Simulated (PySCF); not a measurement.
SMILES [Si]([Si]([Si](Cl)Cl)(Cl)Cl)(Cl)(Cl)Cl, doublet at its CAM-B3LYP/def2-SVP optimised geometry (Å):

```
10

Cl     2.4713     2.5049     1.6777
Si     0.4085     2.4237     1.7991
Cl    -0.1291     1.4559     3.5469
Si    -0.3690     1.1089     0.0000
Cl    -2.4299     1.0881     0.0803
Cl     0.2636     1.9993    -1.7490
Si     0.3798    -1.1089     0.0000
Cl    -0.3052    -2.1135    -1.6488
Cl    -0.2924    -2.0424     1.6961
Cl     2.4299    -1.1089     0.0000
```

Calculation: unrestricted CAM-B3LYP/def2-TZVP (PySCF). Cells within 0.4 Å of a nucleus heavier than hydrogen are left out (blank, or x).

Map of the log10 of the electron density (e/bohr³), floored at −4 on the plane z = 0.0 Å:

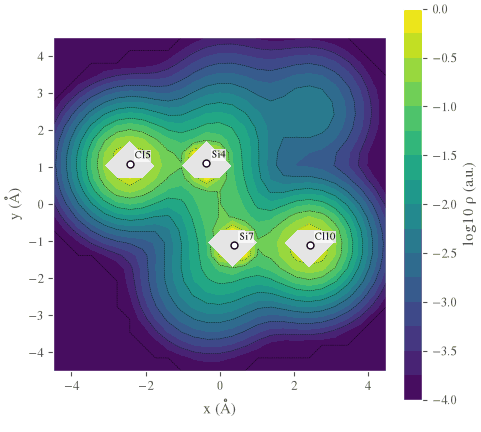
*Log10 of the electron density (e/bohr³), floored at −4 on the plane z = 0.0 Å.*
